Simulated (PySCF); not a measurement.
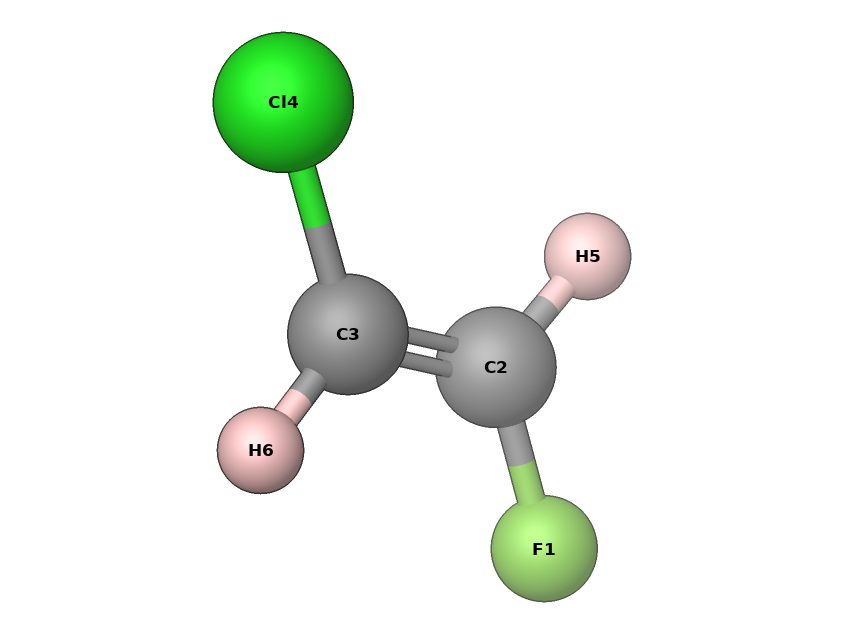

Atoms fade into the background with distance from the viewer. The computed structure is the end point of a PBE0-D3(BJ)/def2-TZVP optimisation. No frequency run is at hand to confirm it as a minimum.

Question: Find the stereocentres and stereogenic double bonds.

Answer: Double bonds: C2=C3.

Question: Give the R/S and E/Z labels.

Answer: C2=C3: E.

Question: Write the isomeric SMILES.

Answer: F/C=C/Cl
